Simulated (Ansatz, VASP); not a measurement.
# Cross-check of MgS (Niningerite) between VASP and Ansatz

One calculation is typed for both programs; each brings its own data sets. How far apart do they land? The cell is taken from a series of VASP runs on this material, whose earlier steps may have relaxed, scaled or displaced it; both programs get it as it stands. Valence electrons are named where the data sets of a main pair hold unlike numbers.

Program: Ansatz 0.2.0. Level of theory: plane waves, with VASP 6.6.1 beside it; band structure at PBEsol, single point at PBEsol and dielectric response at PBEsol. Results are calculated unless marked as measured.

### 1. The starting structure

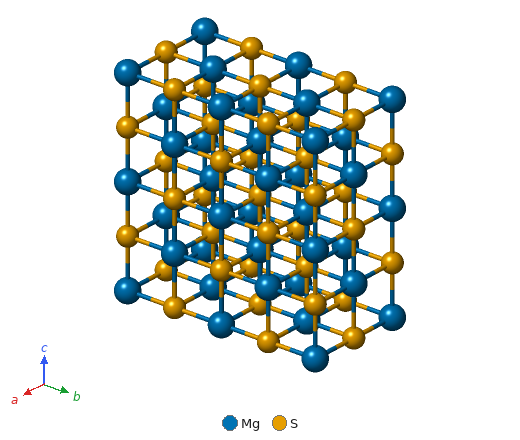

The cell as given, from a free direction (magnesium blue, sulfur orange). 1×2×2 cells are drawn. This picture shows the conventional cell, with its axes. Some periodic images of atoms are drawn too.

### 2. Ansatz: band structure, PBEsol

Ansatz runs on its default PAW (the set named soft_2) files.

The same path points are solved in both programs, so levels can be compared one by one.

Input file input.yaml:

```yaml
crystal:
  lattice:
    - [0.0, 2.5891624412, 2.5891624412]
    - [2.5891624412, 0.0, 2.5891624412]
    - [2.5891624412, 2.5891624412, 0.0]
  atoms:
    - { symbol: Mg, position: [0.0, 0.0, 0.0] }
    - { symbol: S, position: [0.5, 0.5, 0.5] }
hamiltonian:
  xc: pbesol
  pseudopotentials: { kind: paw }
kpoints:
  mp_grid: { grid: [8, 8, 8] }
  band_path:
    path:
      - [0.0, 0.0, 0.0]
      - [0.16667, 0.0, 0.16667]
      - [0.33333, 0.0, 0.33333]
      - [0.5, 0.0, 0.5]
      - [0.5, 0.08333, 0.58333]
      - [0.5, 0.18333, 0.68333]
      - [0.5, 0.25, 0.75]
      - [0.45, 0.3, 0.75]
      - [0.40833, 0.34167, 0.75]
      - [0.35, 0.35, 0.7]
      - [0.225, 0.225, 0.45]
      - [0.075, 0.075, 0.15]
      - [0.03333, 0.03333, 0.03333]
      - [0.23333, 0.23333, 0.23333]
      - [0.4, 0.4, 0.4]
      - [0.51667, 0.46667, 0.51667]
      - [0.55833, 0.38333, 0.55833]
      - [0.60833, 0.28333, 0.60833]
      - [0.60833, 0.25, 0.64167]
      - [0.55833, 0.25, 0.69167]
      - [0.51667, 0.25, 0.73333]
      - [0.5, 0.3, 0.7]
      - [0.5, 0.38333, 0.61667]
      - [0.5, 0.48333, 0.51667]
      - [0.475, 0.475, 0.55]
      - [0.425, 0.425, 0.65]
      - [0.38333, 0.38333, 0.73333]
      - [0.59167, 0.18333, 0.59167]
      - [0.55, 0.1, 0.55]
      - [0.5, 0.0, 0.5]
    npoints: 1
scf:
  occupations: { method: gaussian, width: 0.05 }
  n_extra_bands: 7
output:
  forces: true
  stress: true
  eigenvalues: true
```

Command:

```console
ansatz run input.yaml --threads 2 --pin off --max-ram 4608MiB --backend cpu --events-out ev --progress --plain --runs-dir out
```

Numbers of over 12 decimals in the logs are rounded to 6 here.

What it wrote:

```text
scf.n_extra_bands = 7 over 8 filled bands (N_el = 16.0): the run solves 15 bands
Engine: ansatz 0.2.0, aarch64-unknown-linux-gnu
Pseudopotentials: kind: paw
Pseudopotential: Mg, paw, valence charge 10, recommended cutoff 420 eV (normal), Mg.paw.azcp
Pseudopotential: S, paw, valence charge 6, recommended cutoff 420 eV (normal), S.paw.azcp
Functional definition: PBEsol
  exchange = pbesol_x
  correlation = pbesol_c
Crystal: 2 atoms, lattice volume = 34.714 Å³
Basis set: ecut = 420 eV, 645 PW (Γ), exchange–correlation on 50×50×50 points (8 copies of the dense FFT grid, shifted against one another)
Bands: 15, of which v1, the nominal top of the filled ones, is band 8 counted from 1 (7 counted from 0)
Symmetry: 48 space group operations
Space group: Fm-3m (ITA 225), of the structure as read, at distance tolerance 3.3e-5 Å
k-points: 29 of 512
Non-local potential: Mg, projectors of the file, l = 0: 3, l = 1: 2, l = 2: 1
Non-local potential: S, projectors of the file, l = 0: 2, l = 1: 2, l = 2: 2
PAW form: soft (Blöchl's): semilocal exchange-correlation on the pseudo side does not see the compensation charge
PAW frozen core: Mg, regenerated for the run's functional, and the local potential with it (the file was generated under x = pbe(κ = 0.804, μ = 0.219515), c = pbe(β = 0.066725))
PAW frozen core: S, regenerated for the run's functional, and the local potential with it (the file was generated under x = pbe(κ = 0.804, μ = 0.219515), c = pbe(β = 0.066725))
PAW one-centre angular grid: Mg, 110 points (default); XC on 64 Gauss nodes
PAW one-centre angular grid: S, 110 points (default); XC on 64 Gauss nodes
Initial density: superposition of atomic densities (neutral atoms: chi_scale 0, normalization atom), corrected by the library's trained network
Initial wavefunctions: pseudopotential atomic-orbital guess
Functional: x = pbesol(κ = 0.804, μ = 0.123457), c = pbesol(β = 0.046)
SCF iter   1: F=—  HF=-2799.920398 eV  |F-HF|=—  |Δ(HF+E_count)|=         —  Δρ=3.94e-3  dr2=7.47e-3  ethr=1.77e-3  ⟨swp⟩=6.3  Hψ=2450  notcnv=0  defer=8
preconditioner: auto → none  [insulator: Δε(μ)=2.666 eV  Ē_g=14.288 eV  σ=0.050 eV  W_gap=1.00  n_scr=8 (ndim 8)  ℏωp=17.8 eV  f_vac=0.000  D(μ)=0.00/eV (n_scr^D=0)  ε∞_Penn≈2.6]
SCF iter   2: F=—  HF=-2799.917582 eV  |F-HF|=—  |Δ(HF+E_count)|=   2.82e-3  Δρ=1.15e-3  dr2=2.93e-4  ethr=4.67e-5  ⟨swp⟩=2.3  Hψ=842  notcnv=0  defer=45
SCF iter   3: F=—  HF=-2799.917591 eV  |F-HF|=—  |Δ(HF+E_count)|=   9.36e-6  Δρ=3.97e-4  dr2=3.17e-5  ethr=1.83e-6  ⟨swp⟩=2.4  Hψ=559  notcnv=0  defer=45
SCF iter   4: F=—  HF=-2799.917612 eV  |F-HF|=—  |Δ(HF+E_count)|=   2.08e-5  Δρ=4.94e-5  dr2=4.76e-7  ethr=1.98e-7  ⟨swp⟩=1.0  Hψ=375  notcnv=0  defer=45
iter 5 did not close the SCF: its close was put off for the readings that it lacked (scf_convergence_deferred on its scf_iter line)
SCF iter   5: F=-2799.917612 eV  HF=-2799.917612 eV  |F-HF|=1.62e-9  |Δ(HF+E_count)|=   3.07e-7  Δρ=3.90e-6  dr2=1.66e-9  ethr=2.98e-9  ⟨swp⟩=1.7  Hψ=438  notcnv=0  defer=45
SCF iter   6: F=-2799.917612 eV  HF=-2799.917612 eV  |F-HF|=2.09e-11  |Δ(HF+E_count)|=   1.87e-9  Δρ=4.18e-7  dr2=4.88e-11  ethr=1.04e-11  ⟨swp⟩=5.4  Hψ=1694  notcnv=0
SCF 1 converged in 6 iterations: F = -2799.917612 eV  dr2 = 4.88e-11
  greatest PAW one-centre occupation: 1.000 electrons in one spin orbital (limit 2), on the Mg atom at site 0 (counted from 0), in its partial waves of l = 0
NSCF: frozen V_eff on 30 k-points
SCF converged after 6 iterations
Free energy (F): -2799.917612 eV
Harris-Foulkes:  -2799.917612 eV  (|F-HF|=2.09e-11)
Internal energy: -2799.917612 eV  (E = F + TS)
E sigma→0 (E₀):  -2799.917612 eV
Fermi energy:    7.867996 eV
--- Per-component energies (eV) ---
  E_band       = -328.243064
  E_kinetic    = 185.215811
  E_local      = -1658.486318  (includes V_loc(G=0)·N_el)
  E_nonlocal   = 124.267614
  E_hartree    = 589.873366
  E_xc         = -126.468693
  E_vxc        = -126.782984  (∫ρ·V_xc dr)
  E_paw        = -865.666211  (= ΣΔE_a)
  E_vpaw       = -32.203972  (= ΣTr[D̂ρ^β])
  E_aug_tail   = -0.000003  (compensation charges beyond the density's cutoff)
  E_ewald      = -1048.773990
  E_core_change = 0.120812  (= ΣΔE_core)
  E_smearing   = -0.000000  (= −TS)
  E_closure    = -0.000000  (closes the sum)
  Σ components = -2799.917612   (vs F -2799.917612, Δ=0.00e0)
--- Forces (eV/Å), atoms counted from 1 ---
  atom   1  Mg    -0.00000000     0.00000000    -0.00000000
  atom   2  S      0.00000000    -0.00000000     0.00000000
  max |Σ_I F_I| component: 3.52e-30 eV/Å
--- Stress (GPa, compression-positive) ---
        0.169210      -0.000000       0.000000
        0.000000       0.169210      -0.000000
       -0.000000      -0.000000       0.169210
  P = ⅓ Tr σ = 0.1692 GPa (1.692 kbar)
--- Band table (eV; the first three rows and the last of 29) ---
  k-point 0: bands = [... 4 lower, -6.2614, 6.5026, 6.5026, 6.5026, 10.2094, 14.3064, 14.3064, 14.3064, ... 3 higher]
  k-point 1: bands = [... 4 lower, -6.1042, 5.4249, 6.3968, 6.3968, 11.0125, 13.9987, 14.5625, 14.5625, ... 3 higher]
  k-point 2: bands = [... 4 lower, -5.6779, 3.6207, 6.1670, 6.1670, 11.3790, 14.2186, 14.2186, 14.7748, ... 3 higher]
  k-point 28: bands = [... 4 lower, -4.4606, 3.1643, 3.1643, 4.0714, 11.7567, 14.3370, 14.3370, 14.5165, ... 3 higher]
```

Wall time 1.5 s (2 threads of Arm Neoverse N1, shared host); peak memory 0.25 GiB; 2.4 s of CPU time.

In the SCF lines HF is the Harris–Foulkes energy and dr2 the Hartree energy of the density residual, in eV; the loop may stop once dr2 is under the threshold and the program's other checks hold. Hψ counts applications of the Hamiltonian.

### 3. VASP: band structure, PBEsol

The same cell, functional, mesh and smearing now go to VASP, with its own data sets.

Lines of VASP's logs that name or quote its potential files are left out, and so is its time.

Input file INCAR:

```
SYSTEM = MgS
PREC = Accurate
ENCUT = 400
EDIFF = 1E-06
NELM = 100
ISMEAR = 0
SIGMA = 0.05
LREAL = .FALSE.
ALGO = Normal
GGA = PS
NBANDS = 16
LORBIT = 11
LWAVE = .FALSE.
LCHARG = .FALSE.
KPAR = 2
```

Input file POSCAR:

```
MgS
1.0
    0.0000000000      2.5891624412      2.5891624412
    2.5891624412      0.0000000000      2.5891624412
    2.5891624412      2.5891624412      0.0000000000
Mg S
1 1
Direct
    0.0000000000      0.0000000000      0.0000000000
    0.5000000000      0.5000000000      0.5000000000
```

Input file KPOINTS:

```
Automatic mesh
0
Gamma
8 8 8
0 0 0
```

Input file KPOINTS_OPT:

```
Line mode
16
Line-mode
Reciprocal
  0.00000000   0.00000000   0.00000000 GAMMA
  0.50000000   0.00000000   0.50000000 X

  0.50000000   0.00000000   0.50000000 X
  0.50000000   0.25000000   0.75000000 W

  0.50000000   0.25000000   0.75000000 W
  0.37500000   0.37500000   0.75000000 K

  0.37500000   0.37500000   0.75000000 K
  0.00000000   0.00000000   0.00000000 GAMMA

  0.00000000   0.00000000   0.00000000 GAMMA
  0.50000000   0.50000000   0.50000000 L

  0.50000000   0.50000000   0.50000000 L
  0.62500000   0.25000000   0.62500000 U

  0.62500000   0.25000000   0.62500000 U
  0.50000000   0.25000000   0.75000000 W

  0.50000000   0.25000000   0.75000000 W
  0.50000000   0.50000000   0.50000000 L

  0.50000000   0.50000000   0.50000000 L
  0.37500000   0.37500000   0.75000000 K

  0.62500000   0.25000000   0.62500000 U
  0.50000000   0.00000000   0.50000000 X
```

PAW data sets: Mg and S (PBE family, release 64).

Command:

```console
mpirun -np 2 vasp_std
```

What it wrote:

```text
[banner, memory and clock lines left out]
running    2 mpi-ranks, on    1 nodes
 distrk:  each k-point on    1 cores,    2 groups
 distr:  one band on    1 cores,    1 groups

 POSCAR found type information on POSCAR MgS
 POSCAR found :  2 types and       2 ions
|                                                                             |
|               ----> ADVICE to this user running VASP <----                  |
|                                                                             |
|     You enforced a specific xc type in the INCAR file but a different       |
|     [... a line on the potential file left out ...]
|     I HOPE YOU KNOW WHAT YOU ARE DOING!                                     |
|                                                                             |

 LDA part: xc-table for (Slater+PW92), standard interpolation
 POSCAR, INCAR and KPOINTS ok, starting setup
 FFT: planning ... GRIDC
 FFT: planning ... GRID_SOFT
 FFT: planning ... GRID
 WAVECAR not read
 entering main loop
       N       E                     dE             d eps       ncg     rms          rms(c)
DAV:   1     0.136449973375E+02    0.13645E+02   -0.28249E+03  1032   0.320E+02
DAV:   2    -0.873281418994E+01   -0.22378E+02   -0.21427E+02  1264   0.744E+01
DAV:   3    -0.943711615790E+01   -0.70430E+00   -0.70372E+00  1080   0.122E+01
DAV:   4    -0.944013850026E+01   -0.30223E-02   -0.30223E-02  1248   0.937E-01
DAV:   5    -0.944016351296E+01   -0.25013E-04   -0.25013E-04  1088   0.808E-02    0.416E+00
DAV:   6    -0.911760044505E+01    0.32256E+00   -0.51370E-01  1112   0.220E+00    0.316E+00
DAV:   7    -0.907724115429E+01    0.40359E-01   -0.15010E-01  1160   0.131E+00    0.193E+00
DAV:   8    -0.907477403518E+01    0.24671E-02   -0.98361E-03  1072   0.415E-01    0.745E-01
DAV:   9    -0.907455275849E+01    0.22128E-03   -0.41514E-04  1136   0.827E-02    0.351E-01
DAV:  10    -0.907454012798E+01    0.12631E-04   -0.17694E-04  1160   0.459E-02    0.525E-02
DAV:  11    -0.907453921082E+01    0.91716E-06   -0.36924E-06  1112   0.855E-03
   1 F= -.90745392E+01 E0= -.90745392E+01  d E =-.449531E-22
 Start KPOINTS_OPT (optional k-point list driver)
k-point batch [1-29\160]
       N       E                     dE             ncg
DAV:   1     0.504939684238E+03   -0.55353E+04     1032
DAV:   2    -0.117715158951E+03   -0.62265E+03     1224
DAV:   3    -0.139424941974E+03   -0.21710E+02     1200
DAV:   4    -0.139522899568E+03   -0.97958E-01     1240
DAV:   5    -0.139523717890E+03   -0.81832E-03     1168
DAV:   6    -0.139523726639E+03   -0.87493E-05     1216
DAV:   7    -0.139523726735E+03   -0.96095E-07      952
[...]
k-point batch [146-160\160]
       N       E                     dE             ncg
DAV:   1     0.376044337640E+04   -0.40880E+04      520
DAV:   2     0.341601578022E+04   -0.34443E+03      656
DAV:   3     0.340514093625E+04   -0.10875E+02      616
DAV:   4     0.340508313140E+04   -0.57805E-01      600
DAV:   5     0.340508262497E+04   -0.50642E-03      608
DAV:   6     0.340508261938E+04   -0.55929E-05      632
DAV:   7     0.340508261932E+04   -0.62123E-07      552
```

From OUTCAR (step 3):

```text
ion  position               nearest neighbor table
   1  0.000  0.000  0.000-   2 2.59   2 2.59   2 2.59   2 2.59   2 2.59   2 2.59
   2  0.500  0.500  0.500-   1 2.59   1 2.59   1 2.59   1 2.59   1 2.59   1 2.59

  LATTYP: Found a face centered cubic cell.
 ALAT       =     5.1783248824

 Subroutine GETGRP returns: Found 48 space group operations
 (whereof 48 operations were pure point group operations)

The static configuration has the point symmetry O_h .

 Found     29 irreducible k-points:

   k-points           NKPTS =     29   k-points in BZ     NKDIM =     29   number of bands    NBANDS=     16

   dimension x,y,z NGX =    24 NGY =   24 NGZ =   24
   dimension x,y,z NGXF=    48 NGYF=   48 NGZF=   48

   ENCUT  =  400.0 eV  29.40 Ry    5.42 a.u.   5.97  5.97  5.97*2*pi/ulx,y,z

   NELECT =       8.0000    total number of electrons

 k-points in reciprocal lattice and weights: Automatic mesh
   0.00000000  0.00000000  0.00000000       0.002
   0.12500000  0.00000000  0.00000000       0.016
   0.25000000  0.00000000  0.00000000       0.016
   0.37500000  0.00000000  0.00000000       0.016
   0.50000000  0.00000000  0.00000000       0.008
   0.12500000  0.12500000  0.00000000       0.012
   0.25000000  0.12500000  0.00000000       0.047
   0.37500000  0.12500000  0.00000000       0.047
   0.50000000  0.12500000  0.00000000       0.047
[...]
-0.37500000  0.50000000  0.12500000       0.023
  -0.25000000  0.50000000  0.25000000       0.012

 average (electrostatic) potential at core
       1 -36.3850       2 -86.0859

 E-fermi :   4.1331

 k-point     1 :       0.0000    0.0000    0.0000
  band No.  band energies     occupation
      1      -8.9611      2.00000
      2       3.8062      2.00000
      3       3.8062      2.00000
      4       3.8062      2.00000
      5       7.5126      0.00000
      6      11.6505      0.00000
      7      11.6505      0.00000
      8      11.6505      0.00000
      9      14.1332      0.00000
    ...

 k-point     2 :       0.1250    0.0000    0.0000
  band No.  band energies     occupation
      1      -8.8049      2.00000
      2       2.7269      2.00000
      3       3.7000      2.00000
      4       3.7000      2.00000
      5       8.3166      0.00000
      6      11.3339      0.00000
      7      11.9095      0.00000
      8      11.9095      0.00000
      9      13.4896      0.00000
    ...

 k-point     3 :       0.2500    0.0000    0.0000
  band No.  band energies     occupation
      1      -8.3807      2.00000
      2       0.9204      2.00000
      3       3.4694      2.00000
      4       3.4694      2.00000
      5       8.6879      0.00000
      6      11.5604      0.00000
      7      11.5604      0.00000
      8      12.0998      0.00000
      9      14.0484      0.00000
    ...

  Total       -0.0062575     -0.0062575     -0.0062575      0.0000000      0.0000000      0.0000000
  in kB       -0.2888061     -0.2888061     -0.2888061      0.0000000      0.0000000      0.0000000
  external PRESSURE =      -0.2888061 kB  Pullay stress =       0.0000000 kB

  energy-cutoff  :      400.00
  volume of cell :       34.71
      direct lattice vectors                 reciprocal lattice vectors
     0.000000000  2.589162441  2.589162441    -0.193112642  0.193112642  0.193112642
     2.589162441  0.000000000  2.589162441     0.193112642 -0.193112642  0.193112642
     2.589162441  2.589162441  0.000000000     0.193112642  0.193112642 -0.193112642

 POSITION                                       TOTAL-FORCE (eV/Angst)
 -----------------------------------------------------------------------------------
      0.00000      0.00000      0.00000         0.000000     -0.000000      0.000000
      2.58916      2.58916      2.58916        -0.000000      0.000000     -0.000000
 -----------------------------------------------------------------------------------
    total drift:                               -0.000000     -0.000000      0.000000

  FREE ENERGIE OF THE ION-ELECTRON SYSTEM (eV)
  ---------------------------------------------------
  free  energy   TOTEN  =        -9.0745392108 eV

  energy  without entropy=       -9.0745392108  energy(sigma->0) =       -9.07453921

 total charge
# of ion       s       p       d       tot
------------------------------------------
    1        0.139   0.132   0.041   0.312
    2        1.309   2.484   0.000   3.793
--------------------------------------------------
tot          1.447   2.616   0.041   4.105

[... 3 further parts left out ...]
```

The PAW data sets were made with PBE, which is usual practice but a small mismatch for other functionals.

### 4. Differences

Known differences besides the potentials themselves: the data sets hold 16 valence electrons in Ansatz (on its default PAW (the set named soft_2) files) and 8 in VASP; the cutoff is 420 eV in Ansatz and 400 eV in VASP; Ansatz makes its cores anew for this functional, VASP keeps those of its PBE data sets; VASP leaves aspherical gradient terms in its spheres out (LASPH is not set), Ansatz keeps them. Total energies have different zeros and are not compared.

The two programs side by side:

```csv
quantity,Ansatz,VASP,difference
pressure (GPa),0.17,-0.03,+0.20
gap over the path points (eV),2.731,2.734,-0.003
```

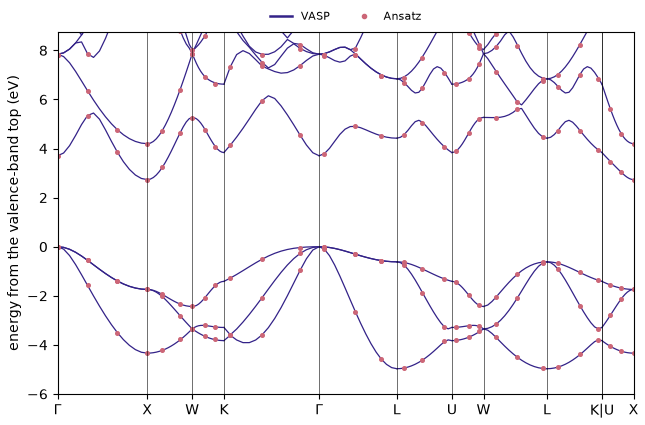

Bands from VASP (lines) and levels from Ansatz (dots). Dots without a line are higher empty bands that the VASP plot leaves out.

Levels at points of the path, from each program's valence-band top (eV; 3 filled, then empty):

```csv
k (reciprocal lattice),Ansatz,VASP
0.000 0.000 0.000,0.00 0.00 0.00 3.71 7.80 7.80,0.00 0.00 0.00 3.71 7.84 7.84
0.167 0.000 0.167,-1.57 -0.55 -0.55 5.34 6.33 7.84,-1.57 -0.55 -0.55 5.34 6.36 7.87
0.333 0.000 0.333,-3.50 -1.39 -1.39 3.84 4.75 9.74,-3.50 -1.40 -1.40 3.85 4.76 9.74
0.500 0.000 0.500,-4.33 -1.74 -1.74 2.73 4.19 12.01,-4.34 -1.74 -1.74 2.73 4.20 12.01
0.500 0.083 0.583,-4.21 -2.03 -1.94 3.23 4.72 11.05,-4.22 -2.04 -1.94 3.23 4.74 11.11
0.500 0.183 0.683,-3.78 -2.81 -2.33 4.64 6.40 8.78,-3.79 -2.82 -2.34 4.65 6.42 8.81
0.500 0.250 0.750,-3.34 -3.34 -2.43 5.25 7.83 7.83,-3.35 -3.35 -2.44 5.27 7.87 7.87
0.450 0.300 0.750,-3.64 -3.20 -2.07 4.77 6.91 8.57,-3.65 -3.21 -2.08 4.78 6.93 8.60
0.408 0.342 0.750,-3.78 -3.26 -1.58 4.07 6.65 9.32,-3.79 -3.27 -1.58 4.07 6.67 9.36
0.350 0.350 0.700,-3.60 -3.58 -1.27 4.13 7.31 9.15,-3.61 -3.59 -1.28 4.14 7.33 9.20
```

Among the levels compared at these points, filled levels agree within 13 meV and empty ones within 62 meV.

(Continued in part 2 of 2.)

[Lines on the potential files, build, host, timing and source positions are cut from VASP's logs without a mark.]

[Logs are printed without paths, hosts, clocks, repeated set-up lines and the standing remarks that a program may print on its own settings, such as how far it seeks lower states.]

[Hosts, paths, dates, database ids (printed as entryN), source tags and the programs' standing remarks are cut or masked in the printed files.]
